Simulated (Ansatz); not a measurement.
```xyz
9

Si   -1.1769   -0.6010    0.8286
Si    1.2109    0.5126   -0.8943
O     0.0341   -0.4032   -0.1978
H     1.0687    1.9273   -0.4712
F    -2.3490    0.4041    0.4845
F    -0.7043   -0.2571    2.2987
H     2.5299   -0.0136   -0.4703
H     1.0697    0.4048   -2.3652
H    -1.6831   -1.9740    0.7870
```

The product side of a reaction path; geometry: PBE0-D4/def2-TZVP.

These are results of RKS PBE0-D4/def2-TZVPP in Ansatz, not measurements.

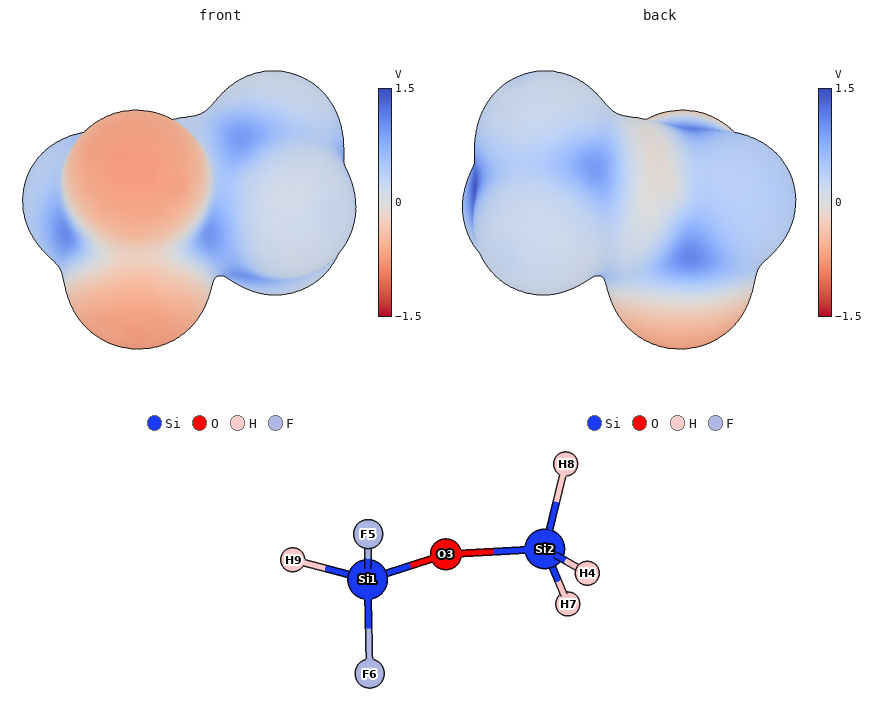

F$_{2}$H$_{4}$OSi$_{2}$. The electrostatic potential painted on the density surface at 0.001 e/bohr³, seen from the front and from behind; the colour scale runs from red (negative) to blue (positive). The bare structure is drawn below in the same view.

Question: Where is the surface potential most negative and most positive?

Answer: The most negative region (about −0.7 V) lies over F5 and F6, the most positive (about +1.2 V) over Si2.
